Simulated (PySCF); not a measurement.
```xyz
24

C    -1.7937    2.3118    0.6541
C    -1.5319    0.8757    1.1150
C    -0.5866    0.1842    0.1703
C     0.7309    0.1899    0.3740
Si    2.0344   -0.5571   -0.7440
C     3.6963   -0.4412    0.2062
F     3.9926    0.8744    0.5101
C    -1.2212   -0.5022   -1.0034
C    -1.6474   -1.9235   -0.6308
H    -2.4863    2.8052    1.3320
H    -2.2214    2.3238   -0.3459
H    -0.8639    2.8753    0.6346
H    -1.1063    0.9005    2.1200
H    -2.4802    0.3359    1.1582
H     1.0925    0.6932    1.2649
H     2.1864    0.1743   -2.0080
H     1.8484   -1.9896   -1.0207
H     3.6768   -0.9768    1.1585
H     4.5379   -0.8165   -0.3796
H    -0.5154   -0.5494   -1.8334
H    -2.0996    0.0600   -1.3274
H    -0.7814   -2.5027   -0.3205
H    -2.3630   -1.9092    0.1880
H    -2.1097   -2.4165   -1.4826
```

Geometry: GFN2-xTB.

Method: PySCF 2.14.0, PBE0/pcSseg-1, SCF density, gas phase, non-relativistic.

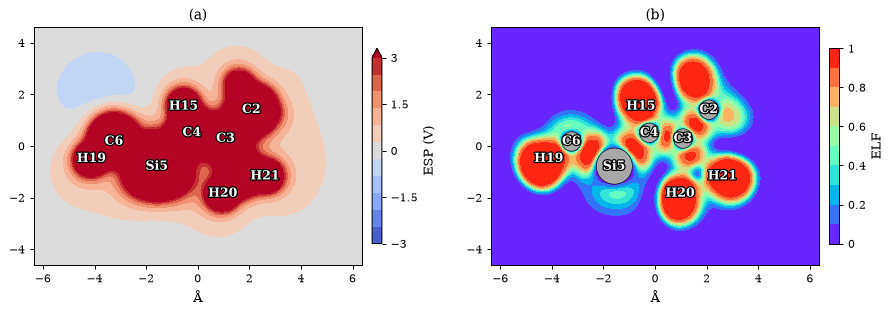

C7H15FSi (SMILES CCC(=C[SiH2]CF)CC). (a) electrostatic potential; (b) electron localisation function on the plane of atoms C4, Si5 and C6. Grey discs cover the atomic cores in the ELF map.

**What do the fields say about this system?**

- The plane passes through C, Si and H nuclei.
- C–C (1.33 Å): the ELF peaks at about 0.95 between the atoms: a short, multiple covalent bond.
- C–Si (1.87 Å): the ELF peaks at about 0.95 between the atoms, as expected for a covalent bond.
- C–H (1.09 Å): the ELF climbs to about 1 towards the hydrogen, as it does in any bond to H; an ordinary covalent bond to hydrogen.
- C–C (1.50 Å): the ELF peaks at about 0.95 between the atoms (a shared electron pair).
- C–Si (1.92 Å): the ELF peaks at about 1 between the atoms (a shared electron pair).
- Outside the dense part of the molecule the potential is most negative (−0.5 V) near F7, which lies off the plane.
